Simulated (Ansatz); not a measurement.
SiNH$_{5}$OF$_{2}$: several calculations on one system

**1. Relaxation**

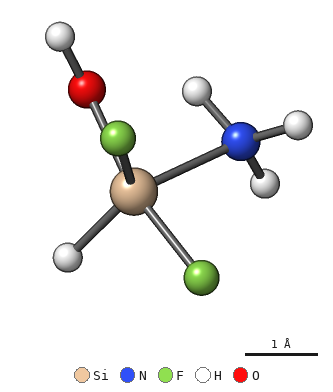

This is the input geometry for a relaxation of SiNH5OF2 (started from a transition state, displaced along its imaginary mode). A ball-and-stick model, seen at a tilt.

All numbers below come from Ansatz 0.2.0, RKS PBE0-D4/def2-TZVP.

Input
```yaml
crystal:
  periodic: [false, false, false]
  atoms:
    - {symbol: Si, position_ang: [-0.777196, -0.176155, -0.187585]}
    - {symbol: N, position_ang: [1.125688, -0.257115, -0.221085]}
    - {symbol: F, position_ang: [-0.886312, -1.673593, -0.894799]}
    - {symbol: F, position_ang: [-1.392050, -0.675782, 1.211937]}
    - {symbol: H, position_ang: [-1.481007, 0.521488, -1.267915]}
    - {symbol: H, position_ang: [1.069168, 0.566522, 0.269677]}
    - {symbol: O, position_ang: [-0.228095, 1.386465, 0.544031]}
    - {symbol: H, position_ang: [1.543099, -0.201567, -1.144531]}
    - {symbol: H, position_ang: [1.502648, -1.079941, 0.243066]}
    - {symbol: H, position_ang: [-0.475943, 1.589478, 1.447206]}
basis:
  gaussian: {orbitals: def2-TZVP}
hamiltonian: {xc: pbe0, dispersion: d4}
relax: {f_tol: 0.005, max_steps: 200}
```

Command:
```bash
ansatz run in.yaml --threads 4 --pin off --events-out ev --progress --plain --max-ram 9574MiB
```

**Predict the outcome.**

F4 moves most after the best rigid fit: 1.37 Å. Largest moves by element: F 1.37 Å, H 1.11 Å, O 0.97 Å, N 0.37 Å, Si 0.23 Å. Near-neighbour distances that change, for instance: Si1–N2 1.905 → 2.129 Å, Si1–O7 1.811 → 1.653 Å, N2–H6 0.960 → 1.014 Å, Si1–F3 1.660 → 1.609 Å. Among the angles between lasting bonds that change: N2–Si1–F4 112.6° → 178.3°, F3–Si1–O7 166.1° → 117.4°, N2–Si1–H5 119.1° → 83.8°. The energy falls by 127.9 kJ/mol in 19 accepted moves (20 points after the start). The largest force component goes from 4.4 to 0.0018 eV/Å. The line search rejected the trial step at point 12 of the run. The run took 56 s on 4 threads of Arm Neoverse V1, on a shared host.

Step by step:

```tsv
step	E − E(0), kJ/mol	largest force component, eV/Å	note
0	0.00	4.3607	
1	-30.92	1.0096	
2	-43.27	2.0338	
3	-53.02	1.3844	
4	-59.65	0.8761	
5	-66.57	0.4278	
6	-73.31	0.6114	
7	-83.91	0.9139	
8	-97.91	0.9525	
9	-112.41	0.7599	
10	-124.16	0.5168	
11	-127.17	0.1731	
12	-126.83	0.1957	rejected
13	-127.43	0.2214	
14	-127.69	0.0261	
15	-127.77	0.1099	
16	-127.83	0.0561	
17	-127.86	0.0104	
18	-127.86	0.0042	
19	-127.86	0.0051	
20	-127.86	0.0018
```

The structure at the end:

```xyz
10

Si   -0.8287   -0.0851    0.0193
N     1.2228   -0.1221   -0.5490
F    -0.6451   -1.6831    0.0278
F    -2.3856   -0.0525    0.4992
H    -1.0194    0.5354   -1.3079
H     1.5678    0.8199   -0.6935
O    -0.1837    0.7627    1.2837
H     1.3731   -0.6627   -1.3931
H     1.7598   -0.5404    0.2032
H    -0.8610    1.0276    1.9104
```

After the run, drawn alike:

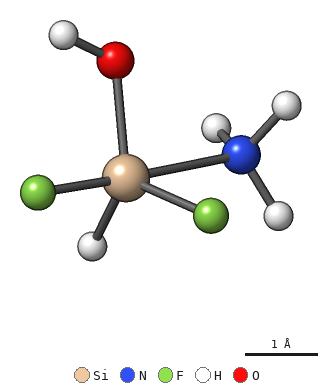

**2. Relaxation**

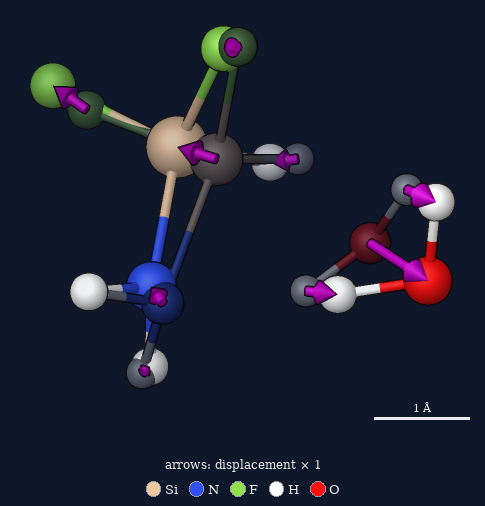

This is a relaxation of SiNH5OF2 (started from a transition state, displaced along its imaginary mode). The starting structure is drawn faded, the final one solid; purple arrows show the displacements, at their true length. The two geometries are superimposed by the best rigid fit.

Style: ball-and-stick. Shown at a tilt.

These are results of Ansatz, RKS PBE0-D4/def2-TZVP, not measurements. Set-up: force threshold 0.005 eV/Å; at most 200 steps.

Describe the change and its energy.

Answer. The atom that moves furthest after the best rigid fit is the O atom (0.88 Å). By element the largest moves are O 0.88 Å, Si 0.49 Å, F 0.48 Å, H 0.44 Å, N 0.27 Å. Among the contacts that change: O–Si 2.074 → 3.432 Å, H–Si 2.079 → 2.800 Å, N–Si 1.788 → 1.700 Å, H–O 0.891 → 0.967 Å. Bond angles that change, for instance: N–Si–F 99.8° → 113.7°, N–Si–H 121.7° → 110.7°, H–O–H 114.6° → 104.7°. Over 20 accepted moves (25 points after the start) the energy falls by 20.3 kcal/mol. The largest force component goes from 6.1 to 0.0028 eV/Å. The line search rejected the trial steps at points 6, 9, 12, 23, 24 of the run. The forces were under the threshold at step 20, but the run went on from there.

**3. Reaction**

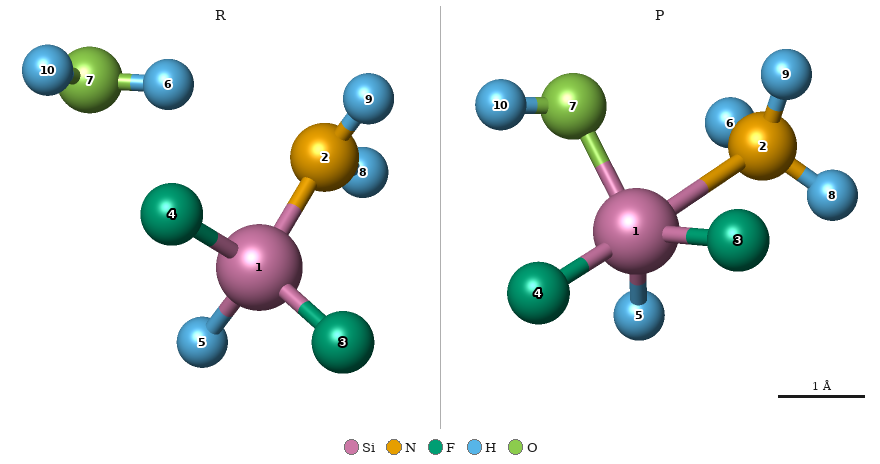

Reactant (R) and product (P) of one elementary step of SiNH₅OF₂. A ball-and-stick model, seen at a tilt.

Stationary points at PBE0-D4/def2-TZVP, single-point energies with B2PLYP, RPA@PBE, PBE-QIDH, B3LYP-D4 (def2-TZVPP where no basis is named; Ansatz 0.2.0). The energies are electronic, without zero-point or thermal terms, and both ends are the minima reached downhill from the saddle, with any fragments still in contact.

R:
```xyz
10

Si   -0.7503   -0.7684   -0.5141
N     0.9265   -0.5223   -0.3747
F    -1.1417   -2.1974   -1.0856
F    -1.3554   -0.7407    0.9525
H    -1.3562    0.2576   -1.3685
H     0.6986    1.3046    0.6885
O     0.3016    2.1353    0.9829
H     1.4355   -0.2048   -1.1863
H     1.4895   -1.1553    0.1743
H    -0.2481    1.8911    1.7309
```

P:
```xyz
10

Si   -0.8279   -0.0912    0.0240
N     1.2197   -0.1054   -0.5594
F    -0.6332   -1.6878    0.0075
F    -2.3815   -0.0767    0.5153
H    -1.0325    0.5474   -1.2926
H     1.5570    0.8411   -0.6925
O    -0.1797    0.7424    1.2961
H     1.3675   -0.6324   -1.4125
H     1.7650   -0.5309    0.1826
H    -0.8543    0.9933    1.9315
```

Q: Predict the saddle point between them and the barrier.

A: Counted by bonded pieces, R holds H₂O + SiH₃NF₂ and P holds SiH₅NOF₂. From R over the saddle to P, bonds form: Si1–O7 (3.43 → 1.94 → 1.65 Å), N2–H6 (2.13 → 1.27 → 1.01 Å). A bond breaks: H6–O7 (0.97 → 1.22 → 2.64 Å). Bonds that stay but change much: Si1–N2 (1.70 → 1.85 → 2.13 Å). The saddle has one imaginary mode, 1143i cm⁻¹. With B2PLYP the barrier is 20.9 kcal/mol from R and 34.5 kcal/mol from P, and P lies 13.6 kcal/mol below R.

```tsv
level	barrier from R (kcal/mol)	barrier from P (kcal/mol)	P less R (kcal/mol)
B2PLYP	20.9	34.5	−13.6
RPA@PBE	20.7	35.0	−14.3
PBE-QIDH	18.8	34.3	−15.5
B3LYP-D4	20.7	33.6	−12.9
```

Saddle geometry:

```xyz
10

Si   -0.7293   -0.2598   -0.2349
N     1.1158   -0.3065   -0.2416
F    -0.9221   -1.7264   -0.9181
F    -1.3670   -0.6468    1.1871
H    -1.4623    0.5179   -1.2442
H     0.8896    0.7765    0.3865
O    -0.1401    1.4161    0.5511
H     1.5420   -0.2293   -1.1578
H     1.5034   -1.1210    0.2198
H    -0.4300    1.5792    1.4521
```

The saddle point in the same view, with dashed sticks for the bonds that form or break:

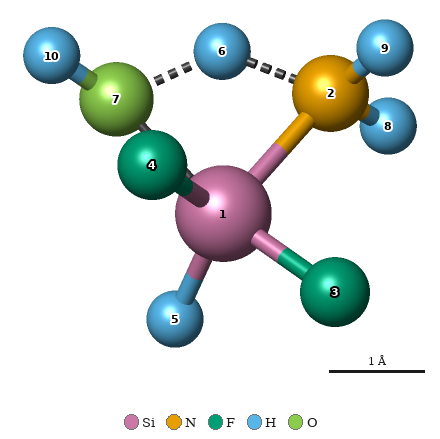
